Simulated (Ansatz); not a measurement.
# Cd: response to strain

Aim: deform Cd (equal xy, yz and zx engineering shear strains of -2 %) and compute stress, forces and field gradients with LAPW, PAW and all-electron datasets made for the crystal.

Computed with Ansatz 0.2.0 (DFT PBEsol, scalar-relativistic, unless a step's input says otherwise).

## Step 1: The starting structure

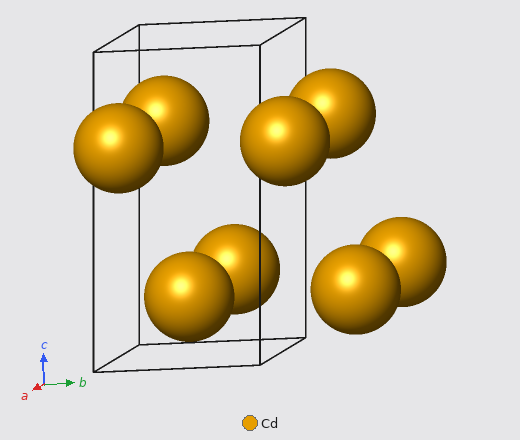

The starting structure, seen slightly off an axis (cadmium amber). 2×2×1 cells are drawn.

Structure file:

```cif
data_structure
_symmetry_space_group_name_H-M 'P 1'
_symmetry_Int_Tables_number 1
_cell_length_a 2.9789
_cell_length_b 2.9789
_cell_length_c 5.6177
_cell_angle_alpha 90.000
_cell_angle_beta 90.000
_cell_angle_gamma 120.000
_cell_volume 43.17
loop_
_atom_site_label
_atom_site_type_symbol
_atom_site_fract_x
_atom_site_fract_y
_atom_site_fract_z
_atom_site_occupancy
Cd1 Cd 0.33333 0.66667 0.25000 1
Cd2 Cd 0.66667 0.33333 0.75000 1
```

Atoms are numbered in the order of the input: Cd1, Cd2.

## Step 2: The deformed structure

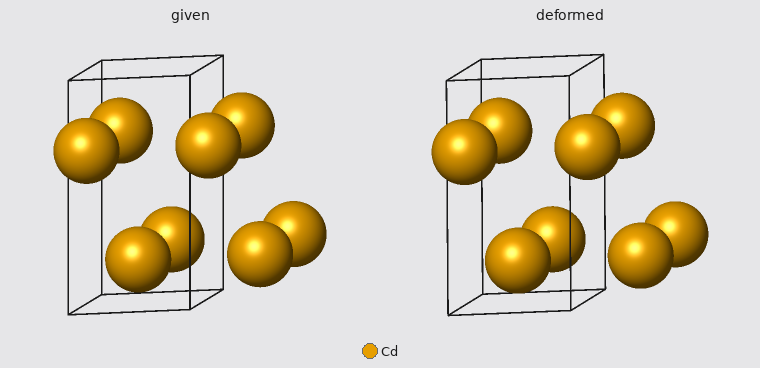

Given and deformed, at one scale.

Space group P6_3/mmc before, P-1 after.

## Step 3: All-electron LAPW

input.yaml

```yaml
crystal:
  lattice:
    - [2.9788725081, -0.0297887251, -0.0297887251]
    - [-1.5152340467, 2.5946736291, -0.0109034301]
    - [-0.0561765, -0.0561765, 5.61765]
  atoms:
    - { symbol: Cd, position: [0.3333333333, 0.6666666667, 0.25] }
    - { symbol: Cd, position: [0.6666666667, 0.3333333333, 0.75] }
kpoints:
  mp_grid: { grid: [14, 14, 7] }
  band_path:
    path:
      - [0.0, 0.0, 0.0]
      - [0.0, 0.0, 0.5]
      - [-0.5, 0.5, 0.0]
      - [0.0, 0.0, 0.0]
      - [0.0, -0.5, 0.0]
      - [-0.5, 0.0, 0.5]
      - [0.0, 0.0, 0.0]
      - [-0.5, 0.0, 0.0]
      - [0.0, -0.5, 0.5]
    npoints: 5
scf:
  occupations: { method: fermi_dirac, width: 0.05 }
hamiltonian:
  xc: pbesol
  pseudopotentials: { kind: all_electron, lapw: { basis_error: 0.00025 } }
output:
  forces: true
  stress: true
  eigenvalues: true
```

On the command line:

```
ansatz run input.yaml --threads 1 --pin off --max-ram 3072MiB --backend cpu --events-out ev --progress --plain --runs-dir out
```

The program printed, shortened:

```text
LAPW: plane waves up to 8.316 Å⁻¹, error target 2.5e-4 eV per atom; small_component_spin mean_spin; Cd in spheres of 1.477 Å, 20 of its electrons in bands, Dirac shells []
[...]
Pseudopotentials: kind: all_electron
Pseudopotential: Cd, LAPW, valence charge 20, Koelling and Harmon's equation, gaussian nucleus
Functional definition: PBEsol
[...]
Crystal: 2 atoms, lattice volume = 43.158 Å³
Basis set: ecut = 263.4896621119663 eV, 407 PW (Γ), exchange–correlation at level 2
Bands: 24, of which v1, the nominal top of the filled ones, is band 20 counted from 1 (19 counted from 0)
Symmetry: 2 space group operations
Space group: P-1 (ITA 2), of the structure as read, at distance tolerance 3.5e-5 Å
k-points: 688 of 1372
[...]
SCF iter   1: F=—  HF=-304330.258465 eV  |F-HF|=—  |Δ(HF+E_count)|=         —  Δρ=1.48e-2  dr2=7.26e-2  ethr=1.81e-4  ⟨swp⟩=3.0  Hψ=112742  notcnv=0
[...]
SCF iter   8: F=-304330.116358 eV  HF=-304330.116358 eV  |F-HF|=4.79e-8  |Δ(HF+E_count)|=   1.46e-7  Δρ=9.21e-6  dr2=4.32e-8  ethr=2.00e-9  ⟨swp⟩=2.0  Hψ=47582  notcnv=0
[...]
NSCF: frozen V_eff on 41 k-points
SCF converged after 8 iterations
Free energy (F): -304330.116358 eV
[...]
E sigma→0 (E₀):  -304330.113451 eV
Entropy (-TS):   -0.005815 eV (-2.907 meV/atom)
Fermi energy:    15.666415 eV
[...]
--- Forces (eV/Å), atoms counted from 1 ---
  atom   1  Cd    -0.00488592     0.00047573     0.00044818
  atom   2  Cd     0.00488592    -0.00047573    -0.00044818
[...]
--- Stress (GPa, compression-positive) ---
       -1.309872       0.434821       0.252812
        0.434821      -1.441078       0.257698
        0.252812       0.257698      -1.368040
  P = ⅓ Tr σ = -1.3730 GPa (-13.730 kbar)
--- Band table (eV; the first three rows and the last of 688) ---
  k-point 0: bands = ["-87.2820", "-87.2809", "-48.3737", "-48.3540", "-48.3347", "-48.3341", "-48.3326", "-48.3320", "5.8279", "6.0942", "6.4200", "6.4741", "6.5337", "6.5825", "6.7768", "6.9955", "7.0190", "7.2507", "7.2687", "12.5943", "12.6374", "25.9833", "29.3013", "30.1635"]
[...]
```

It took 3.1 min on 1 thread of Arm Neoverse V2, shared host; peak memory 1.7 GiB.

Read from it: pressure -1.37 GPa; no gap; largest force 0.005 eV/Å.

## Step 4: PAW on the default files

input.yaml

```yaml
crystal:
  lattice:
    - [2.9788725081, -0.0297887251, -0.0297887251]
    - [-1.5152340467, 2.5946736291, -0.0109034301]
    - [-0.0561765, -0.0561765, 5.61765]
  atoms:
    - { symbol: Cd, position: [0.3333333333, 0.6666666667, 0.25] }
    - { symbol: Cd, position: [0.6666666667, 0.3333333333, 0.75] }
kpoints:
  mp_grid: { grid: [14, 14, 7] }
scf:
  occupations: { method: fermi_dirac, width: 0.05 }
hamiltonian:
  xc: pbesol
  pseudopotentials: { kind: paw }
output:
  forces: true
  stress: true
  eigenvalues: true
  efg: { contact_densities: true }
```

On the command line:

```
ansatz run input.yaml --threads 1 --pin off --max-ram 3072MiB --backend cpu --events-out ev --progress --plain --runs-dir out
```

The program printed, shortened:

```text
Cd: output.efg is read without spin–orbit coupling, which moves field gradients at and beside such atoms by some per cent and up to a factor of two; PAW files take it under magnetization.noncollinear and magnetization.spin_orbit
[...]
Pseudopotentials: kind: paw
Pseudopotential: Cd, paw, valence charge 20, recommended cutoff 420 eV (normal)
Functional definition: PBEsol
[...]
Crystal: 2 atoms, lattice volume = 43.158 Å³
Basis set: ecut = 420 eV, 829 PW (Γ), exchange–correlation on 40×48×80 points (8 copies of the dense FFT grid, shifted against one another)
Bands: 24, of which v1, the nominal top of the filled ones, is band 20 counted from 1 (19 counted from 0)
Symmetry: 2 space group operations
Space group: P-1 (ITA 2), of the structure as read, at distance tolerance 3.5e-5 Å
k-points: 688 of 1372
[...]
Free energy (F): -16368.106815 eV
[...]
E sigma→0 (E₀):  -16368.103905 eV
Entropy (-TS):   -0.005820 eV (-2.910 meV/atom)
Fermi energy:    14.527905 eV
[...]
--- Forces (eV/Å), atoms counted from 1 ---
  atom   1  Cd    -0.00489276     0.00047679     0.00046856
  atom   2  Cd     0.00489276    -0.00047679    -0.00046856
[...]
--- Stress (GPa, compression-positive) ---
       -1.300776       0.434698       0.252300
        0.434698      -1.432044       0.257327
        0.252300       0.257327      -1.362965
  P = ⅓ Tr σ = -1.3653 GPa (-13.653 kbar)
--- PAW observables at the nuclei: V_zz in 10²¹ V/m², potentials from the cell's mean, atoms counted from 1 ---
  atom   1  Cd V_zz =    +7.475317   η = 0.1266   by run symmetry: allowed
            electrostatic potential = -7710.125638 V   contact ρ = 1034417.845415 e/Å³
  atom   2  Cd V_zz =    +7.475317   η = 0.1266   by run symmetry: allowed
            electrostatic potential = -7710.125638 V   contact ρ = 1034417.845415 e/Å³
--- Band table (eV; the first three rows and the last of 688) ---
[... band rows left out ...]
[...]
```

Run time: 28 s. Hardware: 1 thread of Arm Neoverse V2, shared host; peak memory 0.73 GiB.

Result: pressure -1.37 GPa; no gap; largest force 0.005 eV/Å; Vzz Cd1 7.48 (η = 0.13) (10²¹ V/m²).

## Step 5: Datasets made for this crystal

Changes to input.yaml since step 4:

```diff
@@ -14,3 +14,3 @@
   xc: pbesol
-  pseudopotentials: { kind: paw }
+  pseudopotentials: { kind: all_electron, datasets: crystal }
 output:
```

On the command line:

```
ansatz run input.yaml --threads 1 --pin off --max-ram 3072MiB --backend cpu --events-out ev --progress --plain --runs-dir out
```

The program printed, shortened:

```text
[...]
Cd: output.efg is read without spin–orbit coupling, which moves field gradients at and beside such atoms by some per cent and up to a factor of two; PAW files take it under magnetization.noncollinear and magnetization.spin_orbit
[...]
Pseudopotentials: kind: all_electron
Pseudopotential: Cd, paw, valence charge 12, recommended cutoff 260 eV (normal), Koelling and Harmon's equation, gaussian nucleus
Functional definition: PBEsol
[...]
Crystal: 2 atoms, lattice volume = 43.158 Å³
Basis set: ecut = 260 eV, 403 PW (Γ), exchange–correlation on 32×32×60 points (8 copies of the dense FFT grid, shifted against one another)
Bands: 16, of which v1, the nominal top of the filled ones, is band 12 counted from 1 (11 counted from 0)
Symmetry: 2 space group operations
Space group: P-1 (ITA 2), of the structure as read, at distance tolerance 3.5e-5 Å
k-points: 688 of 1372
[...]
--- Forces (eV/Å), atoms counted from 1 ---
  atom   1  Cd    -0.00486708     0.00047563     0.00046684
  atom   2  Cd     0.00486708    -0.00047563    -0.00046684
[...]
--- Stress (GPa, compression-positive) ---
       -1.308724       0.435249       0.252839
        0.435249      -1.439853       0.257729
        0.252839       0.257729      -1.368541
  P = ⅓ Tr σ = -1.3724 GPa (-13.724 kbar)
--- PAW observables at the nuclei: V_zz in 10²¹ V/m², potentials from the cell's mean, atoms counted from 1 ---
  atom   1  Cd V_zz =    +7.654823   η = 0.1274   by run symmetry: allowed
            electrostatic potential = -7708.191438 V   contact ρ = 1034387.990794 e/Å³
  atom   2  Cd V_zz =    +7.654823   η = 0.1274   by run symmetry: allowed
            electrostatic potential = -7708.191438 V   contact ρ = 1034387.990794 e/Å³
--- Band table (eV; the first three rows and the last of 688) ---
  k-point 0: bands = ["5.8280", "6.0944", "6.4201", "6.4742", "6.5337", "6.5825", "6.7768", "6.9956", "7.0192", "7.2508", "7.2688", "12.5943", "12.6374", "25.9833", "29.3010"]
[...]
```

Run time: 64 s. Hardware: 1 thread of Arm Neoverse V2, shared host; peak memory 1.2 GiB.

This run gives: pressure -1.37 GPa; no gap; largest force 0.005 eV/Å; Vzz Cd1 7.65 (η = 0.13) (10²¹ V/m²).

## Step 6: Side by side

Stress (GPa, compression positive):

```csv
method,xx,yy,zz,yz,xz,xy
LAPW,-1.31,-1.44,-1.37,0.26,0.25,0.43
PAW,-1.30,-1.43,-1.36,0.26,0.25,0.43
crystal datasets,-1.31,-1.44,-1.37,0.26,0.25,0.44
```

Forces (eV/Å):

```csv
atom,LAPW x,LAPW y,LAPW z,PAW x,PAW y,PAW z,crystal datasets x,crystal datasets y,crystal datasets z
Cd1,-0.005,0.000,0.000,-0.005,0.000,0.000,-0.005,0.000,0.000
Cd2,0.005,0.000,0.000,0.005,0.000,0.000,0.005,0.000,0.000
```

| method | pressure (GPa) | largest force (eV/Å) | Vzz Cd1 (10²¹ V/m²) | SCF cycles, all passes |
| --- | --- | --- | --- | --- |
| LAPW | -1.37 | 0.005 | – | 8 |
| PAW | -1.37 | 0.005 | 7.48 | 6 |
| crystal datasets | -1.37 | 0.005 | 7.65 | 8 |

## Step 7: Results

| quantity | value |
| --- | --- |
| pressure | LAPW -1.37, PAW -1.37, crystal datasets -1.37 GPa |
| largest shear or deviatoric stress (LAPW) | 0.43 GPa |

What this shows: The largest part of the stress beyond the pressure is 0.43 GPa in size, in the xy component; the atoms are carried along and not relaxed. No run of the undeformed cell stands beside it, so the pressure holds what the given cell had before the change. PAW: stress within 0.01 GPa of LAPW. Crystal datasets: stress within 0.01 GPa of LAPW.
